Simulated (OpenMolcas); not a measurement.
Run report: Pt⁴⁺, multiconfigurational calculation (part 2 of 2)

The same run, continued: Pt⁴⁺. Method: state-averaged CASSCF, active space 6 electrons in the shell 5d, basis ANO-RCC-VDZ, DKH2 scalar Hamiltonian, spin-orbit coupling by RASSI with atomic mean-field integrals (OpenMolcas).

**Log (extracts), continued**
```
--- RASSI ---
SPIN-FREE ENERGIES:
  (Shifted by EMIN (a.u.) =     -18392.3551139657)

 SF State       Relative EMIN(au)   Rel lowest level(eV)    D:o, cm**(-1)      L_eff

     1             0.0000000000        0.0000000000              0.0000         2.0
     2             0.0000000000        0.0000000000              0.0000         2.0
     3             0.0000000000        0.0000000000              0.0000         2.0
     4             0.0000000000        0.0000000000              0.0000         2.0
     5             0.0000000000        0.0000000000              0.0000         2.0
     6             0.0873359428        2.3765320725          19168.0238         5.0
     7             0.0873359428        2.3765320725          19168.0238         5.0
     8             0.0873359428        2.3765320725          19168.0238         5.0
     9             0.0873359428        2.3765320725          19168.0238         5.0
    10             0.0873359428        2.3765320725          19168.0238         5.0
    11             0.0873359428        2.3765320725          19168.0238         5.0
    12             0.0873359428        2.3765320725          19168.0238         5.0
    13             0.0873359428        2.3765320725          19168.0238         5.0
    14             0.0873359428        2.3765320725          19168.0238         5.0
    15             0.0873359428        2.3765320725          19168.0238         5.0
    16             0.0873359428        2.3765320725          19168.0238         5.0
    17             0.0985390081        2.6813830096          21626.8125         1.0
    18             0.0985390081        2.6813830096          21626.8125         1.0
    19             0.0985390081        2.6813830096          21626.8125         1.0
    20             0.1003803112        2.7314874190          22030.9318         3.0
    21             0.1003803112        2.7314874190          22030.9318         3.0
    22             0.1003803112        2.7314874190          22030.9318         3.0
    23             0.1003803112        2.7314874190          22030.9318         3.0
    24             0.1003803112        2.7314874190          22030.9318         3.0
    25             0.1003803112        2.7314874190          22030.9318         3.0
    26             0.1003803112        2.7314874190          22030.9318         3.0
    27             0.1085913420        2.9549209504          23833.0448         4.0
    28             0.1085913420        2.9549209504          23833.0448         4.0
    29             0.1085913420        2.9549209504          23833.0448         4.0
    30             0.1085913420        2.9549209504          23833.0448         4.0
    31             0.1085913420        2.9549209504          23833.0448         4.0
    32             0.1085913420        2.9549209504          23833.0448         4.0
    33             0.1085913420        2.9549209504          23833.0448         4.0
    34             0.1085913420        2.9549209504          23833.0448         4.0
    35             0.1085913420        2.9549209504          23833.0448         4.0
    36             0.1309054168        3.5621178579          28730.4181         6.0
    37             0.1309054168        3.5621178579          28730.4181         6.0
    38             0.1309054168        3.5621178579          28730.4181         6.0
    39             0.1309054168        3.5621178579          28730.4181         6.0
    40             0.1309054168        3.5621178579          28730.4181         6.0
Eigenvalues of complex Hamiltonian:
   -----------------------------------
  (Shifted by EMIN (a.u.) =     -18392.3551139657)

 SO State       Relative EMIN(au)   Rel lowest level(eV)    D:o, cm**(-1)     J-value

     1            -0.0455738828        0.0000000000              0.0000         3.6
     2            -0.0455738828        0.0000000000              0.0000         2.9
     3            -0.0455738828        0.0000000000              0.0000         3.6
     4            -0.0455738828        0.0000000000              0.0000         2.4
     5            -0.0455738828        0.0000000000              0.0000         3.4
     6            -0.0455738828        0.0000000000              0.0000         3.0
     7            -0.0455738828        0.0000000000              0.0000         3.7
     8            -0.0455738828        0.0000000000              0.0000         3.0
     9            -0.0455738828        0.0000000000              0.0000         2.9
    10            -0.0079737237        1.0231524510           8252.2810         2.0
    11            -0.0079737237        1.0231524510           8252.2810         2.3
    12            -0.0079737237        1.0231524510           8252.2810         2.8
    13            -0.0079737237        1.0231524510           8252.2810         2.4
    14            -0.0079737237        1.0231524510           8252.2810         2.4
    15            -0.0079737237        1.0231524510           8252.2810         1.8
    16            -0.0079737237        1.0231524510           8252.2810         2.8
    17            -0.0018008074        1.1911260628           9607.0796         1.7
    18            -0.0018008074        1.1911260629           9607.0796         1.7
    19            -0.0018008074        1.1911260629           9607.0796         1.4
    20            -0.0018008074        1.1911260629           9607.0796         1.5
    21            -0.0018008074        1.1911260628           9607.0796         1.5
    22             0.0118724246        1.5631936581          12608.0071         0.7
    23             0.0118724246        1.5631936581          12608.0071         0.7
    24             0.0118724246        1.5631936581          12608.0071         0.9
    25             0.0173504885        1.7122593704          13810.3032         0.0
    26             0.0596368168        2.8629289831          23091.0795         5.3
    27             0.0596368168        2.8629289831          23091.0795         3.1
    28             0.0596368168        2.8629289831          23091.0795         4.9
    29             0.0596368168        2.8629289831          23091.0795         4.7
    30             0.0596368168        2.8629289831          23091.0795         4.8
    31             0.0596368168        2.8629289831          23091.0795         4.7
    32             0.0596368168        2.8629289831          23091.0795         5.1
    33             0.0596368168        2.8629289831          23091.0795         5.0
    34             0.0596368168        2.8629289831          23091.0795         5.2
    35             0.0596368168        2.8629289831          23091.0795         5.5
    36             0.0596368168        2.8629289831          23091.0795         5.4
    37             0.0596368168        2.8629289831          23091.0795         5.6
    38             0.0596368168        2.8629289831          23091.0795         2.4
    39             0.0597695640        2.8665412196          23120.2142         4.3
    40             0.0597695640        2.8665412195          23120.2142         3.7
    41             0.0597695640        2.8665412195          23120.2142         3.7
Weights of the five most important spin-orbit-free states for each spin-orbit state.

 SO State  Total energy (au)           Spin-free states, spin, and weights
 -------------------------------------------------------------------------------------------------------
    1        -0.045574       4 2.0  0.2361    5 2.0  0.2339    3 2.0  0.1523    1 2.0  0.1272    2 2.0  0.1173
    2        -0.045574       4 2.0  0.2696    2 2.0  0.2352    1 2.0  0.1798    3 2.0  0.0914    5 2.0  0.0909
    3        -0.045574       5 2.0  0.3748    4 2.0  0.2370    3 2.0  0.1018    2 2.0  0.0881    1 2.0  0.0651
    4        -0.045574       2 2.0  0.2550    1 2.0  0.2065    4 2.0  0.1842    3 2.0  0.1442    5 2.0  0.0768
    5        -0.045574       1 2.0  0.2166    5 2.0  0.1934    3 2.0  0.1794    4 2.0  0.1745    2 2.0  0.1029
    6        -0.045574       2 2.0  0.2671    4 2.0  0.2106    1 2.0  0.1955    5 2.0  0.1047    3 2.0  0.0889
    7        -0.045574       3 2.0  0.3016    1 2.0  0.1874    5 2.0  0.1696    4 2.0  0.1167    2 2.0  0.0915
    8        -0.045574       5 2.0  0.2706    2 2.0  0.2340    3 2.0  0.2188    1 2.0  0.0809    4 2.0  0.0625
    9        -0.045574       1 2.0  0.3012    3 2.0  0.2819    2 2.0  0.1691    4 2.0  0.0690    5 2.0  0.0456
   10        -0.007974       4 2.0  0.2823    5 2.0  0.2371    1 2.0  0.2215    3 2.0  0.1213    2 2.0  0.0637
   11        -0.007974       2 2.0  0.3556    3 2.0  0.2105    4 2.0  0.1772    1 2.0  0.1192    5 2.0  0.0635
   12        -0.007974       4 2.0  0.2447    3 2.0  0.1857    1 2.0  0.1686    5 2.0  0.1644    2 2.0  0.1625
```

**Spin-orbit levels, grouped by J and assigned**

| Configuration | Level | E (eV) | LS purity (%) | Landé g |
| --- | --- | --- | --- | --- |
| 5d⁶ | ⁵D₄ | 0 | 87 | 1.466 |
| 5d⁶ | ⁵D₃ | 1.023 | 93 | 1.469 |
| 5d⁶ | ⁵D₂ | 1.191 | 75 | 1.493 |
| 5d⁶ | ⁵D₁ | 1.563 | 86 | 1.501 |
| 5d⁶ | ⁵D₀ | 1.712 | 88 | – |
| 5d⁶ | ³H₆ | 2.863 | 83 | 1.139 |
| 5d⁶ | J = 5 (even, mixed) | 2.867 | 52 | 1.113 |

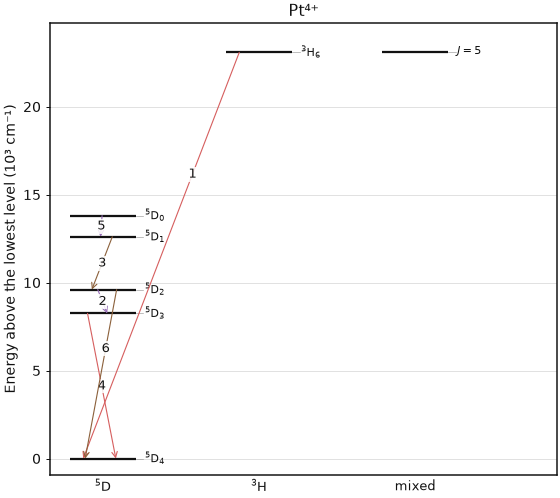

Levels of Pt V (Pt⁴⁺) with 6 numbered transitions. Rates are at computed energies.

```
No.    Upper    Lower  Type  λ (vacuum)   A (s⁻¹)
  1  5d⁶ ³H₆  5d⁶ ⁵D₄    E2      433 nm  6.7×10⁻³
  2  5d⁶ ⁵D₂  5d⁶ ⁵D₃    M1     7.38 µm      0.12
  3  5d⁶ ⁵D₁  5d⁶ ⁵D₂    M1     3.33 µm       2.0
  4  5d⁶ ⁵D₃  5d⁶ ⁵D₄    M1     1210 nm        19
  5  5d⁶ ⁵D₀  5d⁶ ⁵D₁    M1     8.32 µm      0.25
  6  5d⁶ ⁵D₂  5d⁶ ⁵D₄    E2     1040 nm  2.1×10⁻³
```

Line 4 has the largest rate; it falls in the infrared region.

**Key numbers**

| quantity | value |
| --- | --- |
| outcome | converged |
| lowest level | 5d⁶ ⁵D₄ |
| first excited level | 5d⁶ ⁵D₃, 8,252 cm⁻¹ |
| energy of the lowest spin-free term | −18392.35511 hartree |
| energy of the lowest spin-orbit level | −18392.40069 hartree |
| largest spread among components of a term | 0.0 cm⁻¹ |
| hardware | 1 CPU thread, shared host |
| wall time | 10 s |

**Notes**

Without dynamic correlation the splittings between terms come out too large, often by 20 to 50 %. To bear in mind: small basis contracted for the neutral atom, rough for a high charge; only configurations of the active space are included; spin-free states above about 30,000 cm⁻¹ are left out of the spin-orbit step.
